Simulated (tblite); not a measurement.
# C3H14B2N4: the cost of one run

Programs: tblite 0.8.0 and PySCF 2.14.0, with density-fitted response routines of our own. Each step states its level of theory. These are calculated values for one molecule in the gas phase, unless marked as measured. Atoms are numbered from 0 throughout.

### Step 1. The starting structure

23 atoms, charge 0, multiplicity 1; geometry from: force field or distance geometry start.

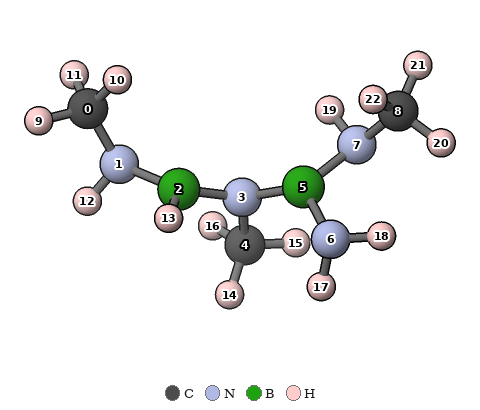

The starting geometry (carbon dark grey, nitrogen light blue, boron green, hydrogen pink), atoms numbered; sticks join atoms by distance.

### Step 2. Relaxing the molecule with GFN2-xTB

What the job is given:

```
{"job": {"kind": "relax", "xc": "GFN2-xTB", "basis": "xTB"}, "charge": 0, "multiplicity": 1}
C     -3.413000     0.830700     0.572100
N     -2.689000    -0.295300     0.082700
B     -1.298400    -0.453500     0.694300
N     -0.137800    -0.580700    -0.211500
C     -0.083000    -1.726200    -1.045800
B      1.161400    -0.037600     0.263400
N      2.040400    -0.789500     1.264900
N      1.952300     0.801600    -0.752500
C      2.801200     1.776300    -0.131200
H     -4.255500     0.556000     1.275100
H     -2.817700     1.630000     1.014400
H     -3.938000     1.279500    -0.313100
H     -3.235200    -1.174500     0.056800
H     -1.232100    -0.841200     1.806200
H     -0.166500    -2.693700    -0.556400
H      0.844100    -1.629900    -1.661500
H     -0.922700    -1.616600    -1.782200
H      1.959100    -1.830400     1.088200
H      3.050500    -0.557200     1.159400
H      1.201600     1.289600    -1.307400
H      3.795600     1.314900    -0.000300
H      2.951400     2.634600    -0.823700
H      2.426600     2.140300     0.864200
```

Launch:

```
OMP_NUM_THREADS=1 python probes_run.py task.json out
```

The driver reads the jobs from task.json and runs them one after another.

Q: Estimate the wall time and peak memory of this first job on 1 thread of Arm Neoverse N1, shared host.

About 2.1 s, with a peak of 0.18 GiB.
